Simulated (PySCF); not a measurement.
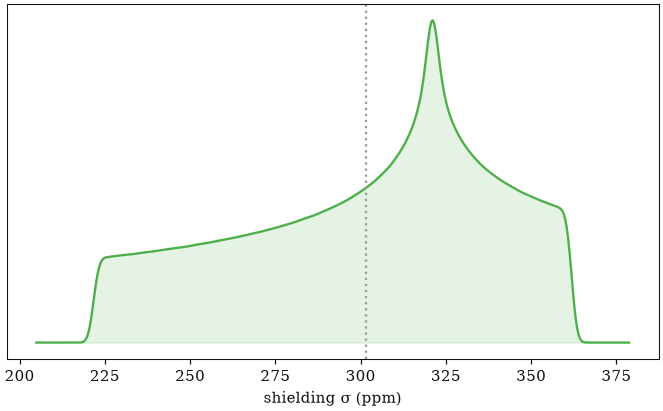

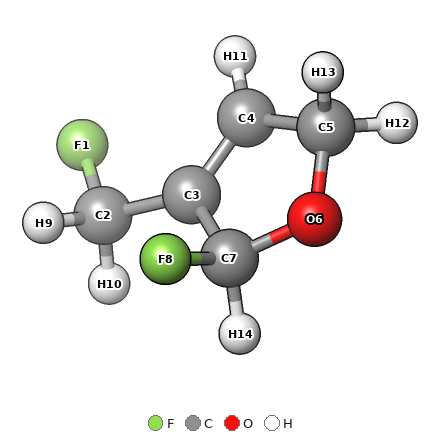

Static powder pattern (¹⁹F) from GIAO shielding tensors of C₅H₆F₂O, SMILES FCC1=CCO[C@H]1F, PBE0/pcSseg-1 in PySCF 2.14.0, at a PBE0-D3(BJ)/def2-SVP geometry (no frequency check); absolute shielding, one fixed geometry of the isolated molecule without any motion, no dipolar terms. The dotted line is the isotropic value; skew is 3(σiso − σ22)/span.

The pattern belongs to F8. Give the principal values, span and skew.

Answer. F8: σ11, σ22, σ33 = 222, 321, 362 ppm, isotropic 302, span 140 ppm, skew −0.42.

Note: one conformer of a flexible molecule.
